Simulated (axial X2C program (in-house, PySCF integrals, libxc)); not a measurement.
# Relativistic diatomic calculation, with input and output: RuF⁺

- system: RuF⁺, single determinant with M_S = 2 and |Λ| = 1 (not the lowest found).
- method: PBE0, spin-free X2C-1e, Ru dyall-cv3z, F dyall-av3z (cores contracted) (axial X2C program (in-house, PySCF integrals, libxc))

**Key numbers**

| quantity | value |
| --- | --- |
| outcome | converged |
| bond length rₑ | 1.857 Å |
| ωₑ | 680.2 cm⁻¹ |
| energy at the minimum | −4629.65549 hartree |
| depth below the fragments | 2.94 eV |
| largest ⟨S²⟩ along the curve | 6.00 |
| hardware | 1 thread of Arm Neoverse V2, 24 GiB of memory available, shared host |
| wall time | 3.6 s |

**Remarks**

Limits: 9 of the 10 points asked for were kept.

**Input file**
```
{"zs": [44, 9], "q": 1, "bas": ["dyall-cv3z", "dyall-av3z"], "levels": ["PBE0", "HF", "M06"], "cc": true, "r0": 1.89, "thr": -2.0, "nmax": 90, "npts": 10, "nst": 2, "ntry": 6}
```

The line is the task of a batch: nuclear charges, charge, bases, the levels to run, a first guess of the distance and further settings. This report covers PBE0 without spin-orbit coupling. The log is that of the reference distance 1.817 Å, started from orbitals converged before.

The run was one of a batch that the task file lists, launched with:
```bash
python <driver script> task.json out
```

**Log**
```
spin-free X2C-1e  PBE0
basis functions 204  fitting functions 945  grid points 5077
iter        total energy     max residual
   1      -4629.654654060     1.38e-05
   2      -4629.654654068     1.04e-05
   3      -4629.654654069     7.33e-06
converged
one-electron -6598.51673426  Coulomb 1998.18781100  exact exchange -35.57793537  xc functional -109.07755632  nuclear repulsion 115.32976088
```

**The points of the curve**

| R (Å) | E (hartree) | dipole (D; origin at the first atom, positive when the second is positive) | highest filled (eV) | lowest empty (eV) |
| --- | --- | --- | --- | --- |
| 1.581 | −4629.592660 | −1.76 | −13.57 | −11.21 |
| 1.653 | −4629.625826 | −2.18 | −13.76 | −11.21 |
| 1.708 | −4629.641134 | −2.46 | −13.89 | −11.23 |
| 1.762 | −4629.650275 | −2.72 | −14.01 | −11.27 |
| 1.817 | −4629.654654 | −2.96 | −14.13 | −11.31 |
| 1.881 | −4629.655215 | −3.21 | −14.26 | −11.37 |
| 1.944 | −4629.652173 | −3.43 | −14.37 | −11.44 |
| 2.026 | −4629.644622 | −3.68 | −14.50 | −11.52 |
| 2.126 | −4629.631997 | −3.93 | −14.62 | −11.59 |

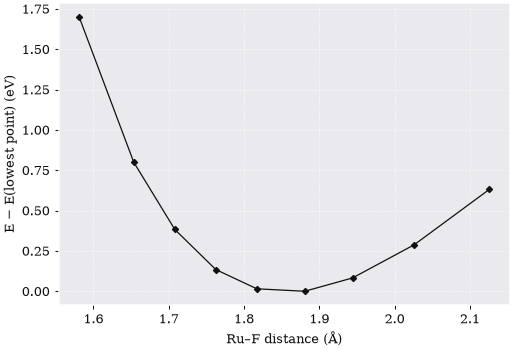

Energy at 9 bond lengths, for one set of occupations held fixed; the line joins the points. A polynomial of degree 6 through 8 points gives rₑ = 1.857 Å, ωₑ = 680.2 cm⁻¹, ωₑxₑ = 2.9 cm⁻¹ and Bₑ = 0.3054 cm⁻¹. The minimum lies 2.94 eV below Ru⁺ + F, each computed as one determinant at the same level.

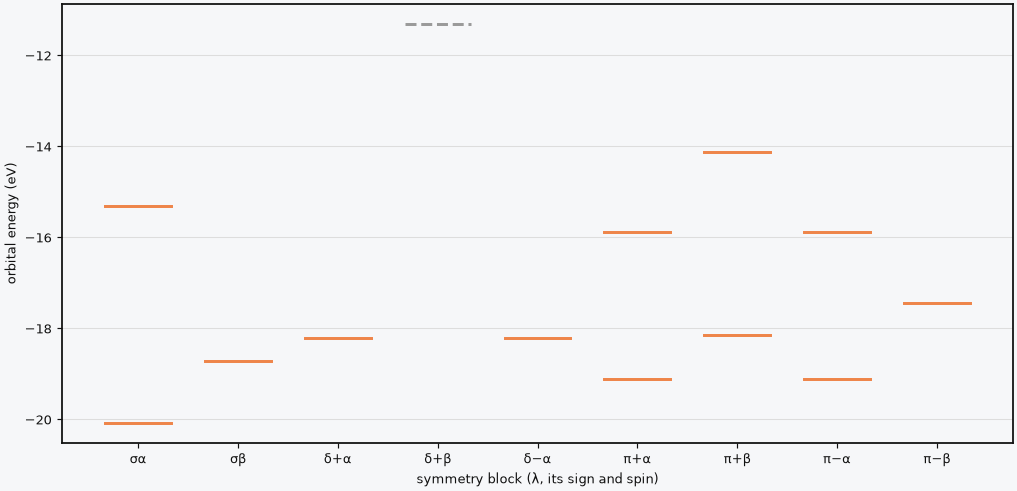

Orbital energies near the frontier at 1.82 Å, filled (solid) and empty (dashed); a label such as π−α means λ = −1 and α spin. The highest filled orbital (π+β; 73 % Ru d, 21 % F p) lies at −14.13 eV, the lowest empty one (δ+β; 100 % Ru d) at −11.31 eV.
